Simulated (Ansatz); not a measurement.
CH6Si···HF

```xyz
10

Si    0.2557   -0.0306    0.2164
C     0.3475   -0.1287    2.0952
H    -0.6660   -0.1989    2.5021
H     0.9139   -1.0081    2.4194
H     0.8302    0.7598    2.5168
H     1.5936    0.1911   -0.3988
H    -0.6032    1.1265   -0.1965
H    -0.3397   -1.2585   -0.3716
F    -2.8565    0.2152    1.2830
H    -2.4647    0.8846    0.7572
```

The calculation used Ansatz, RKS B3LYP/6-31G*.

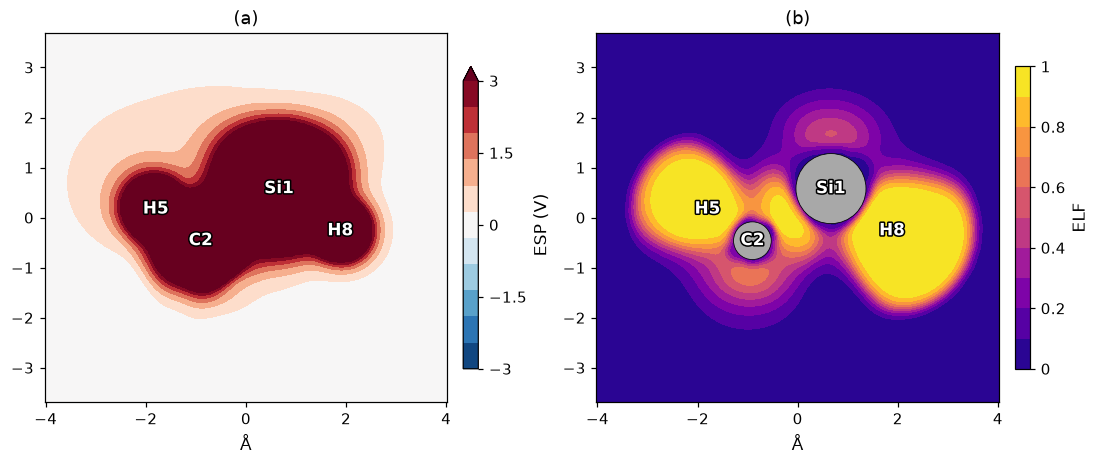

Figure 1. (a) molecular electrostatic potential; (b) ELF on the plane of atoms Si1, C2 and H5. Grey discs cover the atomic cores in the ELF map.

What do the fields say about this system?

The plane passes through Si, C and H nuclei.
C–Si (1.88 Å): the ELF peaks at about 1 between the atoms; a shared electron pair.
C–H (1.10 Å): the ELF climbs to about 1 towards the hydrogen, as it does in any bond to H: a covalent bond by its length.
Si–H (1.49 Å): the ELF climbs to about 1 towards the hydrogen.
The potential has no marked negative region in this plane.

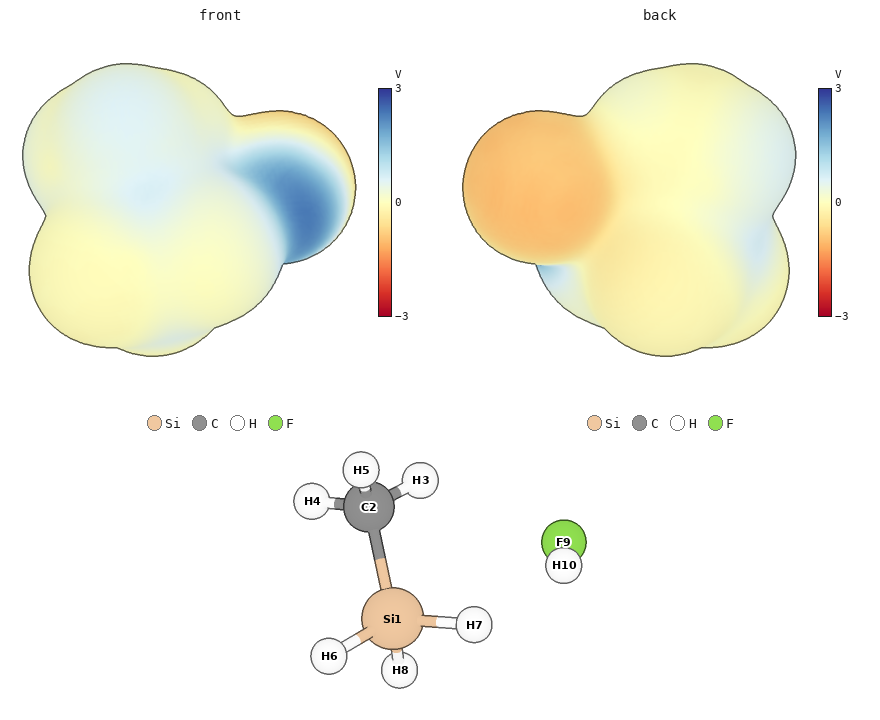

Figure 2. The electrostatic potential painted on the density surface at 0.001 e/bohr³, seen from the front and from behind; the colour scale runs from red (negative) to blue (positive). The bare structure is drawn below in the same view.

Which sites attract a positive test charge, and which a negative one?

A positive charge is drawn to the negative regions and a negative charge to the positive ones. The most negative region (about −1.0 V) lies over F9, the most positive (about +2.2 V) over H10.

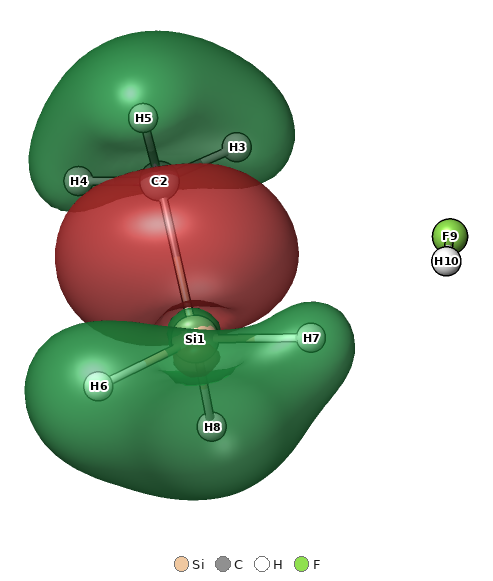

Figure 3. The HOMO at ±0.08 Å⁻³ᐟ² (green and red are the two phases), seen at a tilt.

What is the character of this orbital?

It lies mainly on C2 (about 45 %), Si1 (about 30 %) and H6 (about 5 %). Its energy is −8.91 eV.
